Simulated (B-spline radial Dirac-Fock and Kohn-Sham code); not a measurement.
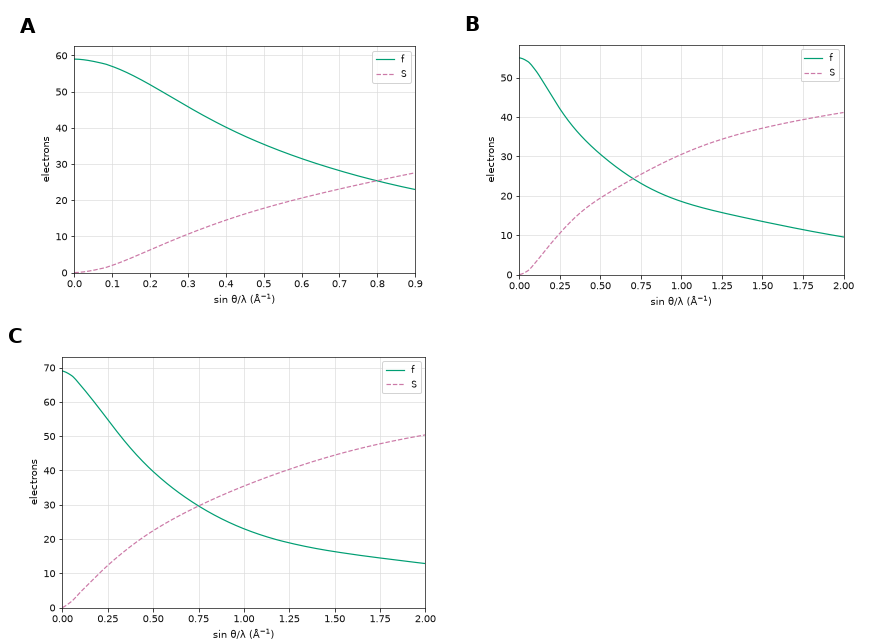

The panels show the same kind of result for Gd⁵⁺, La²⁺ and Tm, in another order; all are free and in their ground configurations. The X-ray form factor f and the incoherent scattering function S against sin θ/λ. (Panels may differ in axes and broadening.) Method: the spherical Dirac–Fock density (average of configuration), S by Waller and Hartree (computed with a B-spline radial atomic code).

Match the panels to the species.

A is Gd⁵⁺ (f(0) = 59); B is La²⁺ (f(0) = 55); C is Tm (f(0) = 69).
